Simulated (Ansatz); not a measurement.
# F3H2HfN: single points with varied inputs

How do the results and run time of F3H2HfN respond when the settings are drawn wide?

Method: the settings change from run to run; program: Ansatz 0.2.0, Gaussian basis.

## (1) The geometry

The structure was relaxed beforehand with PBE0-D4 in a triple-zeta def2 set. Hf takes a core potential in def2 sets; no spin-orbit term is included.

SMILES `[NH2][Hf]([F])([F])[F]`, 7 atoms, charge 0, spin multiplicity 1.

Atoms are counted from 1 here; the program's logs count them from 0.

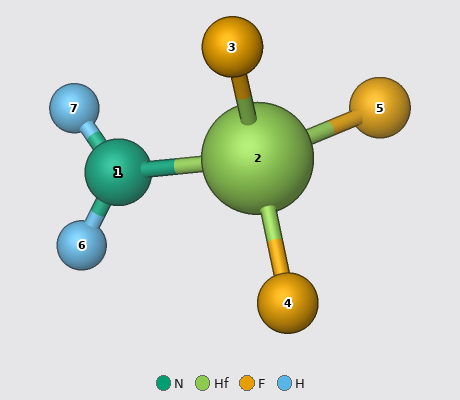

The geometry (nitrogen teal, hafnium green, fluorine amber, hydrogen blue); atoms are numbered from 1 in the order of the file.

## (2) CAM-B3LYP/def2-SVP

Set apart from the defaults: a grid of angular degree 23, D3(BJ) dispersion, high accuracy.

The input, in.yaml:

```yaml
crystal:
  periodic: [false, false, false]
  atoms:
    - {symbol: N, position_ang: [-0.669195, 0.793544, 0.687040]}
    - {symbol: Hf, position_ang: [0.404163, -0.504853, -0.422624]}
    - {symbol: F, position_ang: [1.623764, -1.427947, 0.718092]}
    - {symbol: F, position_ang: [-0.834951, -1.663405, -1.289657]}
    - {symbol: F, position_ang: [1.449552, 0.453215, -1.702566]}
    - {symbol: H, position_ang: [-1.672311, 0.908624, 0.639455]}
    - {symbol: H, position_ang: [-0.301022, 1.440821, 1.370260]}
basis:
  gaussian: {orbitals: def2-SVP, final_grid: {core_spheres: 8, valence_spheres: 7, degree: 23}}
hamiltonian: {xc: {name: CAM-B3LYP}, dispersion: d3bj}
accuracy: high
output: {forces: true}
```

The run is started by

```bash
> ansatz run in.yaml --threads 4 --pin off --events-out ev --progress --plain --max-ram 10444MiB
```

Output, cut to the lines that bear on the results:

```text
Functional definition: CAM-B3LYP
  name "CAM-B3LYP"
  cite "Yanai, Tew & Handy, Chem. Phys. Lett. 393, 51 (2004) doi:10.1016/j.cplett.2004.06.011"
  cite "Iikura, Tsuneda, Yanai & Hirao, J. Chem. Phys. 115, 3540 (2001) doi:10.1063/1.1383587"
  cite "Becke, Phys. Rev. A 38, 3098 (1988) doi:10.1103/PhysRevA.38.3098"
  cite "Lee, Yang & Parr, Phys. Rev. B 37, 785 (1988) doi:10.1103/PhysRevB.37.785"
  cite "Vosko, Wilk & Nusair, Can. J. Phys. 58, 1200 (1980) doi:10.1139/p80-159"
[...]
  # Exact exchange under (alpha + beta erf(omega r))/r, Becke's under what is left of 1/r.
[...]
2146 factors; integrals over basis functions are off by at most 1.2e-8 eV
464 factors; integrals over basis functions are off by at most 1.5e-9 eV
[...]
mean field -10976.85344631 eV, -403.3919237735 hartree, gradient 3.2e-8 eV, S^2 0.000000; 0 other end points of the search recorded, 0 dependent functions left out
[...]
reference -10976.85346716 eV, -403.3919245398 hartree; 24, 24 occupied and 74, 74 virtual orbitals, 2146 factors
Total energy: -10976.94596167 eV, -403.3953236503 hartree
Atom 0 at    -0.669195     0.793544     0.687040 Å, force     0.161422    -0.209408    -0.163154 eV/Å
Atom 1 at     0.404163    -0.504853    -0.422624 Å, force    -0.004327    -0.042490    -0.026586 eV/Å
Atom 2 at     1.623764    -1.427947     0.718092 Å, force     0.139037    -0.076655     0.139706 eV/Å
Atom 3 at    -0.834951    -1.663405    -1.289657 Å, force    -0.155570    -0.109462    -0.087772 eV/Å
Atom 4 at     1.449552     0.453215    -1.702566 Å, force     0.114639     0.117626    -0.123288 eV/Å
Atom 5 at    -1.672311     0.908624     0.639455 Å, force    -0.362353     0.070247     0.005923 eV/Å
Atom 6 at    -0.301022     1.440821     1.370260 Å, force     0.107152     0.250141     0.255170 eV/Å
Dipole moment:    -0.322423     0.320395     0.296094 e Å
```

Run time: 2.4 s. Hardware: 4 threads of Arm Neoverse V1, shared host; peak memory 0.39 GiB.

Largest force 0.373 eV/Å, dipole 2.61 D.

## (3) HSE06/def2-mTZVPP

Set apart from the defaults: D3(BJ) with three-body dispersion.

in.yaml, as its differences from that of step 2:

```diff
@@ -11,5 +11,4 @@
 basis:
-  gaussian: {orbitals: def2-SVP, final_grid: {core_spheres: 8, valence_spheres: 7, degree: 23}}
-hamiltonian: {xc: {name: CAM-B3LYP}, dispersion: d3bj}
-accuracy: high
+  gaussian: {orbitals: def2-mTZVPP}
+hamiltonian: {xc: {name: HSE06}, dispersion: d3bjatm}
 output: {forces: true}
```

Launched as before.

Output, cut to the lines that bear on the results:

```text
Functional definition: HSE06
  name "HSE06"
  cite "Heyd, Scuseria & Ernzerhof, J. Chem. Phys. 118, 8207 (2003) doi:10.1063/1.1564060"
  cite "Krukau, Vydrov, Izmaylov & Scuseria, J. Chem. Phys. 125, 224106 (2006) doi:10.1063/1.2404663"
  cite "Heyd & Scuseria, J. Chem. Phys. 120, 7274 (2004) doi:10.1063/1.1668634"
  cite "Ernzerhof & Perdew, J. Chem. Phys. 109, 3313 (1998) doi:10.1063/1.476928"
  cite "Perdew, Burke & Ernzerhof, Phys. Rev. Lett. 77, 3865 (1996) doi:10.1103/PhysRevLett.77.3865"
  parent pbe
[...]
  # The whole range is PBE's own exchange, as in plane waves. The composition of these papers is wPBEh.
[...]
1152 factors; their error is unknown
87 factors; integrals over basis functions are off by at most 4.8e-7 eV
[...]
mean field -10981.66861665 eV, -403.5688780196 hartree, gradient 8.6e-5 eV, S^2 0.000000; 0 other end points of the search recorded, 0 dependent functions left out
[...]
reference -10981.66864994 eV, -403.5688792429 hartree; 24, 24 occupied and 118, 118 virtual orbitals, 1152 factors
Total energy: -10981.74601218 eV, -403.5717222530 hartree
Atom 0 at    -0.669195     0.793544     0.687040 Å, force    -0.041926     0.066331     0.049644 eV/Å
Atom 1 at     0.404163    -0.504853    -0.422624 Å, force    -0.030948     0.013024     0.017791 eV/Å
Atom 2 at     1.623764    -1.427947     0.718092 Å, force     0.119355    -0.085308     0.118025 eV/Å
Atom 3 at    -0.834951    -1.663405    -1.289657 Å, force    -0.124346    -0.110516    -0.085197 eV/Å
Atom 4 at     1.449552     0.453215    -1.702566 Å, force     0.099157     0.097926    -0.121383 eV/Å
Atom 5 at    -1.672311     0.908624     0.639455 Å, force    -0.033319     0.000177    -0.001648 eV/Å
Atom 6 at    -0.301022     1.440821     1.370260 Å, force     0.012028     0.018367     0.022768 eV/Å
Dipole moment:    -0.310738     0.301927     0.283097 e Å
```

It took 2.1 s on 4 threads of Arm Neoverse V1, shared host; peak memory 0.34 GiB.

Largest force 0.188 eV/Å, dipole 2.49 D.

## (4) wB97X-V/x2c-TZVPPall

in.yaml, as its differences from that of step 3:

```diff
@@ -11,4 +11,4 @@
 basis:
-  gaussian: {orbitals: def2-mTZVPP}
-hamiltonian: {xc: {name: HSE06}, dispersion: d3bjatm}
+  gaussian: {orbitals: x2c-TZVPPall}
+hamiltonian: {xc: {name: wB97X-V}}
 output: {forces: true}
```

Same command.

Output, cut to the lines that bear on the results:

```text
Functional definition: wB97X-V
  name "wB97X-V"
  cite "Mardirossian & Head-Gordon, Phys. Chem. Chem. Phys. 16, 9904 (2014) doi:10.1039/C3CP54374A"
  cite "Becke, J. Chem. Phys. 107, 8554 (1997) doi:10.1063/1.475007"
  cite "Vydrov & Van Voorhis, J. Chem. Phys. 133, 244103 (2010) doi:10.1063/1.3521275"
[...]
      + integral(e_c_pw_opposite_spin*poly(b97_u_opposite, cos0, cos1)) + vv10(b, c)
1642 factors; their error is unknown
268 factors; integrals over basis functions are off by at most 1.0e-5 eV
[...]
mean field -420045.75189950 eV, -15436.3966650699 hartree, gradient 3.4e-5 eV, S^2 0.000000; 0 other end points of the search recorded, 0 dependent functions left out
[...]
reference -420045.75189558 eV, -15436.3966649258 hartree; 54, 54 occupied and 195, 195 virtual orbitals, 1642 factors
Total energy: -420045.75189558 eV, -15436.3966649258 hartree
Relativity: scalar
Atom 0 at    -0.669195     0.793544     0.687040 Å, force     0.147587    -0.191210    -0.154820 eV/Å
Atom 1 at     0.404163    -0.504853    -0.422624 Å, force    -0.027693     0.077818     0.046633 eV/Å
Atom 2 at     1.623764    -1.427947     0.718092 Å, force    -0.146615     0.095667    -0.146381 eV/Å
Atom 3 at    -0.834951    -1.663405    -1.289657 Å, force     0.162822     0.135249     0.102172 eV/Å
Atom 4 at     1.449552     0.453215    -1.702566 Å, force    -0.122634    -0.132228     0.140320 eV/Å
Atom 5 at    -1.672311     0.908624     0.639455 Å, force    -0.016041     0.001861    -0.000495 eV/Å
Atom 6 at    -0.301022     1.440821     1.370260 Å, force     0.002573     0.012843     0.012572 eV/Å
Dipole moment:    -0.301564     0.290585     0.272946 e Å
```

Run time: 18 s. Hardware: 4 threads of Arm Neoverse V1, shared host; peak memory 1.3 GiB.

Largest force 0.287 eV/Å, dipole 2.40 D.

## (5) B3LYP/def2-mTZVPP

This run has atoms shaken by 0.08 Å, a point charge of -1.00 e beside it, D3(BJ) with three-body dispersion.

The input, in.yaml:

```yaml
crystal:
  periodic: [false, false, false]
  atoms:
    - {symbol: N, position_ang: [-0.738609, 0.979284, 0.559280]}
    - {symbol: Hf, position_ang: [0.398473, -0.545613, -0.380366]}
    - {symbol: F, position_ang: [1.674164, -1.404806, 0.746437]}
    - {symbol: F, position_ang: [-0.693778, -1.602882, -1.246018]}
    - {symbol: F, position_ang: [1.485819, 0.498064, -1.674019]}
    - {symbol: H, position_ang: [-1.700400, 1.013054, 0.607617]}
    - {symbol: H, position_ang: [-0.187313, 1.465528, 1.338173]}
basis:
  gaussian: {orbitals: def2-mTZVPP, point_charges: [{charge: -1.00, position_ang: [4.485, -0.980, -0.345]}]}
hamiltonian: {xc: {name: B3LYP}, dispersion: d3bjatm}
```

Launched as before.

Output, cut to the lines that bear on the results:

```text
Functional definition: B3LYP
  name "B3LYP"
  cite "Stephens, Devlin, Chabalowski & Frisch, J. Phys. Chem. 98, 11623 (1994) doi:10.1021/j100096a001"
  cite "Becke, Phys. Rev. A 38, 3098 (1988) doi:10.1103/PhysRevA.38.3098"
  cite "Lee, Yang & Parr, Phys. Rev. B 37, 785 (1988) doi:10.1103/PhysRevB.37.785"
  cite "Vosko, Wilk & Nusair, Can. J. Phys. 58, 1200 (1980) doi:10.1139/p80-159"
[...]
1083 factors; their error is unknown
[...]
mean field -10991.78028892 eV, -403.9404751215 hartree, gradient 2.3e-5 eV, S^2 0.000000; 0 other end points of the search recorded, 0 dependent functions left out
reference -10991.78051408 eV, -403.9404833960 hartree; 24, 24 occupied and 118, 118 virtual orbitals, 1083 factors
Total energy: -10991.97225672 eV, -403.9475298080 hartree
```

Wall time 1.4 s (4 threads of Arm Neoverse V1, shared host); peak memory 0.31 GiB.

## (6) wB97X/def2-mTZVP

Set apart from the defaults: the search for lower states set to off.

The input, in.yaml:

```yaml
crystal:
  periodic: [false, false, false]
  atoms:
    - {symbol: N, position_ang: [-0.669195, 0.793544, 0.687040]}
    - {symbol: Hf, position_ang: [0.404163, -0.504853, -0.422624]}
    - {symbol: F, position_ang: [1.623764, -1.427947, 0.718092]}
    - {symbol: F, position_ang: [-0.834951, -1.663405, -1.289657]}
    - {symbol: F, position_ang: [1.449552, 0.453215, -1.702566]}
    - {symbol: H, position_ang: [-1.672311, 0.908624, 0.639455]}
    - {symbol: H, position_ang: [-0.301022, 1.440821, 1.370260]}
basis:
  gaussian: {orbitals: def2-mTZVP}
hamiltonian: {xc: {name: wB97X}}
scf: {lower_state_search: off}
output: {forces: true}
```

Launched as before.

Output, cut to the lines that bear on the results:

```text
Functional definition: wB97X
  name "wB97X"
  cite "Chai & Head-Gordon, J. Chem. Phys. 128, 084106 (2008) doi:10.1063/1.2834918"
  cite "Becke, J. Chem. Phys. 107, 8554 (1997) doi:10.1063/1.475007"
[...]
  # The coefficients of nought are those of the uniform gas.
[...]
      + exact_x_lr(omega)
[...]
      + integral(e_c_pw_opposite_spin*poly(b97_u_opposite, 1, cos1, cos2, cos3, cos4))
[...]
996 factors; their error is unknown
263 factors; integrals over basis functions are off by at most 7.1e-6 eV
[...]
mean field -10989.96500603 eV, -403.8737647056 hartree, gradient 3.4e-6 eV, S^2 0.000000; 0 other end points of the search recorded, 0 dependent functions left out
[...]
reference -10989.96497275 eV, -403.8737634827 hartree; 24, 24 occupied and 94, 94 virtual orbitals, 996 factors
Total energy: -10989.96497275 eV, -403.8737634827 hartree
Atom 0 at    -0.669195     0.793544     0.687040 Å, force    -0.027405     0.009029     0.012190 eV/Å
Atom 1 at     0.404163    -0.504853    -0.422624 Å, force    -0.102435     0.109777     0.103238 eV/Å
Atom 2 at     1.623764    -1.427947     0.718092 Å, force     0.208896    -0.155268     0.180779 eV/Å
Atom 3 at    -0.834951    -1.663405    -1.289657 Å, force    -0.199904    -0.179219    -0.139118 eV/Å
Atom 4 at     1.449552     0.453215    -1.702566 Å, force     0.184704     0.143493    -0.223701 eV/Å
Atom 5 at    -1.672311     0.908624     0.639455 Å, force    -0.076268     0.018686     0.009412 eV/Å
Atom 6 at    -0.301022     1.440821     1.370260 Å, force     0.012412     0.053503     0.057198 eV/Å
Dipole moment:    -0.325828     0.313413     0.293903 e Å
Checks for a lower state left out: stability, starts, cluster_reference, orbital_swaps, neighbouring_geometries, increment
```

Wall time 2.6 s (4 threads of Arm Neoverse V1, shared host); peak memory 0.26 GiB.

Largest force 0.324 eV/Å, dipole 2.59 D.

## (7) r2SCAN0/ANO-RCC-VTZP

Options: charge +1, multiplicity 2, coordinates scaled by 1.12, D3(BJ) with three-body dispersion, high accuracy, the search for lower states set to off.

The input, in.yaml:

```yaml
crystal:
  periodic: [false, false, false]
  atoms:
    - {symbol: N, position_ang: [-0.749499, 0.888769, 0.769485]}
    - {symbol: Hf, position_ang: [0.452663, -0.565435, -0.473339]}
    - {symbol: F, position_ang: [1.818615, -1.599301, 0.804263]}
    - {symbol: F, position_ang: [-0.935145, -1.863013, -1.444416]}
    - {symbol: F, position_ang: [1.623498, 0.507601, -1.906874]}
    - {symbol: H, position_ang: [-1.872988, 1.017659, 0.716190]}
    - {symbol: H, position_ang: [-0.337145, 1.613720, 1.534691]}
basis:
  gaussian: {orbitals: ANO-RCC-VTZP}
total_charge: 1
magnetization: {spin_polarized: true, initial_magnetization: 1}
hamiltonian: {xc: {name: r2SCAN0}, dispersion: d3bjatm}
accuracy: high
scf: {lower_state_search: off}
```

Launched as before.

Output, cut to the lines that bear on the results:

```text
Functional definition: r2SCAN0
  name "r2SCAN0"
  cite "Bursch, Neugebauer, Ehlert & Grimme, J. Chem. Phys. 156, 134105 (2022) doi:10.1063/5.0086040"
  cite "Furness, Kaplan, Ning, Perdew & Sun, J. Phys. Chem. Lett. 11, 8208 (2020) doi:10.1021/acs.jpclett.0c02405"
  cite "Furness, Kaplan, Ning, Perdew & Sun, J. Phys. Chem. Lett. 11, 9248 (2020) doi:10.1021/acs.jpclett.0c03077"
  parent r2scan
[...]
4784 factors; integrals over basis functions are off by at most 5.6e-9 eV
[...]
mean field -420023.31746680 eV, -15435.5722148749 hartree, gradient 2.6e-8 eV, S^2 0.757367; 0 other end points of the search recorded, 0 dependent functions left out
reference -420023.31747469 eV, -15435.5722151648 hartree; 54, 53 occupied and 198, 199 virtual orbitals, 4784 factors
Total energy: -420023.34927407 eV, -15435.5733837706 hartree
Relativity: scalar
Checks for a lower state left out: stability, starts, cluster_reference, orbital_swaps, neighbouring_geometries, increment
```

Wall time 2.7 min (4 threads of Arm Neoverse V1, shared host); peak memory 2.4 GiB.

⟨S²⟩ 0.757.

## (8) wPBEh/def2-mTZVPP

The input, in.yaml:

```yaml
crystal:
  periodic: [false, false, false]
  atoms:
    - {symbol: N, position_ang: [-0.669195, 0.793544, 0.687040]}
    - {symbol: Hf, position_ang: [0.404163, -0.504853, -0.422624]}
    - {symbol: F, position_ang: [1.623764, -1.427947, 0.718092]}
    - {symbol: F, position_ang: [-0.834951, -1.663405, -1.289657]}
    - {symbol: F, position_ang: [1.449552, 0.453215, -1.702566]}
    - {symbol: H, position_ang: [-1.672311, 0.908624, 0.639455]}
    - {symbol: H, position_ang: [-0.301022, 1.440821, 1.370260]}
basis:
  gaussian: {orbitals: def2-mTZVPP}
hamiltonian: {xc: {name: wPBEh}}
```

Launched as before.

Output, cut to the lines that bear on the results:

```text
Functional definition: wPBEh
  name "wPBEh"
  cite "Heyd, Scuseria & Ernzerhof, J. Chem. Phys. 118, 8207 (2003) doi:10.1063/1.1564060"
  cite "Krukau, Vydrov, Izmaylov & Scuseria, J. Chem. Phys. 125, 224106 (2006) doi:10.1063/1.2404663"
  cite "Heyd & Scuseria, J. Chem. Phys. 120, 7274 (2004) doi:10.1063/1.1668634"
  cite "Ernzerhof & Perdew, J. Chem. Phys. 109, 3313 (1998) doi:10.1063/1.476928"
  cite "Perdew, Burke & Ernzerhof, Phys. Rev. Lett. 77, 3865 (1996) doi:10.1103/PhysRevLett.77.3865"
  parent pbe
[...]
1152 factors; their error is unknown
87 factors; integrals over basis functions are off by at most 4.8e-7 eV
[...]
mean field -10983.08352372 eV, -403.6208748952 hartree, gradient 1.5e-5 eV, S^2 0.000000; 0 other end points of the search recorded, 0 dependent functions left out
reference -10983.08355686 eV, -403.6208761130 hartree; 24, 24 occupied and 118, 118 virtual orbitals, 1152 factors
Total energy: -10983.08355686 eV, -403.6208761130 hartree
```

Wall time 1.6 s (4 threads of Arm Neoverse V1, shared host); peak memory 0.26 GiB.

## (9) All runs side by side

| level | charge | multiplicity | geometry | functions | energy (eV) | time |
| --- | --- | --- | --- | --- | --- | --- |
| CAM-B3LYP/def2-SVP | 0 | 1 | relaxed | 98 | -10976.946 | 2.4 s |
| HSE06/def2-mTZVPP | 0 | 1 | relaxed | 142 | -10981.746 | 2.1 s |
| wB97X-V/x2c-TZVPPall | 0 | 1 | relaxed | 249 | -420045.752 | 18 s |
| B3LYP/def2-mTZVPP | 0 | 1 | shaken, point charge | 142 | -10991.972 | 1.4 s |
| wB97X/def2-mTZVP | 0 | 1 | relaxed | 118 | -10989.965 | 2.6 s |
| r2SCAN0/ANO-RCC-VTZP | 1 | 2 | scaled | 252 | -420023.349 | 2.7 min |
| wPBEh/def2-mTZVPP | 0 | 1 | relaxed | 142 | -10983.084 | 1.6 s |

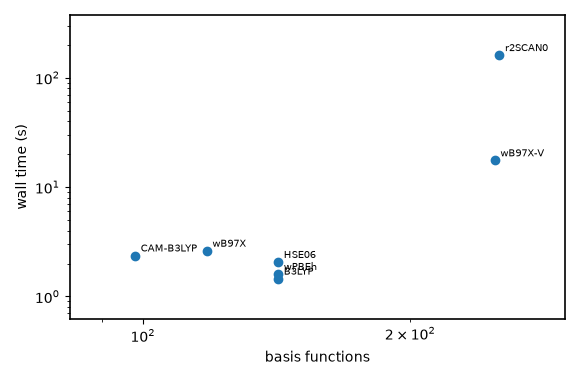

Wall time against the number of basis functions (shared host).

## (10) What came out

| quantity | value |
| --- | --- |
| runs | 7 |
| quickest | B3LYP/def2-mTZVPP, 1.4 s |
| slowest | r2SCAN0/ANO-RCC-VTZP, 2.7 min |
| spread of total energies, same state and geometry | 409068.8 eV |
| dipole, same state and geometry | 2.40 to 2.61 D |

What this shows: r2SCAN0/ANO-RCC-VTZP took 111 times as long as B3LYP/def2-mTZVPP. The jobs differ in tasks and options as well as level. The totals spread over 409069 eV; they can't be compared across methods or bases. Some of these runs are scalar-relativistic and others not, which shifts the totals of all-electron atoms past neon by eV; core potentials, where a basis has them, take the core out of the total altogether. At the PBE0-D4/def2-TZVP geometry and in the same state, runs without warnings or point charges leave forces up to 0.37 eV/Å (CAM-B3LYP/def2-SVP). At that geometry and state the dipole changes by 9 % between the lowest and highest value.
